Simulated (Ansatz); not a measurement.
Stretching the Ca1–O2 bond in CaO (multiplicity 1 held). Energies count from the point at 1.824 Å.


Restricted levels (R-, RO-) in cc, def2 and unpolarised 6-31G sets keep to the state of the molecule at rest. U- levels take the lowest unrestricted solution at each point, which mixes spins at long bonds. Left out are points that failed, MP2 points that dive below the minimum, coupled-cluster points behind a jump of the amplitudes or a sharp parting from full CI or MRCI, small-basis points behind a change of solution, and semi-empirical points at long bonds. Levels need not reach the same state.

Cores are frozen in the correlated methods.

Codes used: Ansatz (a quantum-chemistry and plane-wave program). Each number belongs to the level named beside it.

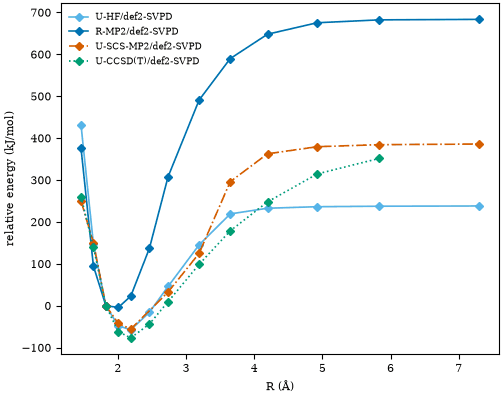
Fig. 1. Relative energy along the coordinate

Problem. Read off the R-MP2/def2-SVPD curve at R = 2.736.

Solution. about 310 kJ/mol

Doubts at one or more of the structures used: a spin-contaminated determinant (U-HF/def2-SVPD, U-SCS-MP2/def2-SVPD, U-CCSD(T)/def2-SVPD); a restricted determinant that unrestricted orbitals would lower (R-MP2/def2-SVPD); T1 above 0.05 (U-CCSD(T)/def2-SVPD); the program's own flag: large difference (U-CCSD(T)/def2-SVPD); the program's own flag: other amplitudes (U-CCSD(T)/def2-SVPD).
